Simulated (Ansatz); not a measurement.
The parent structure is BaCd₂P₂ (space group P-3m1, No. 164; a = 4.368 Å, c = 7.468 Å; a cell from a computed database, its experimental status unchecked).

Perturbation: the cell is scaled by 1.0165 in all directions; the atoms relax in the strained cell.

The values are results of Kohn–Sham DFT with the PBEsol functional, run in Ansatz (a quantum-chemistry and plane-wave program) with PAW and 420 eV plane waves, no spin-orbit coupling, not measurements.

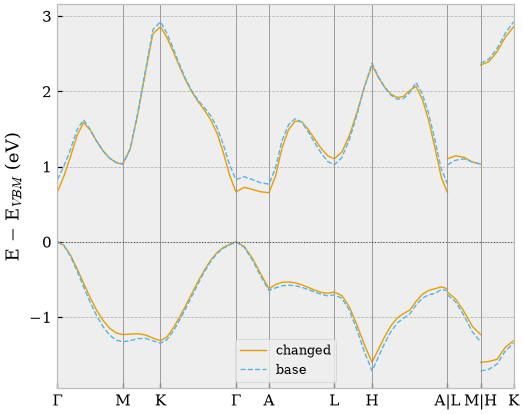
Fig. 1. Highest valence and lowest conduction band along the path, each from its own valence-band maximum

The gap is 0.65 eV, indirect, Γ → A; the base has 0.77 eV.

Stability against distortions was not tested.
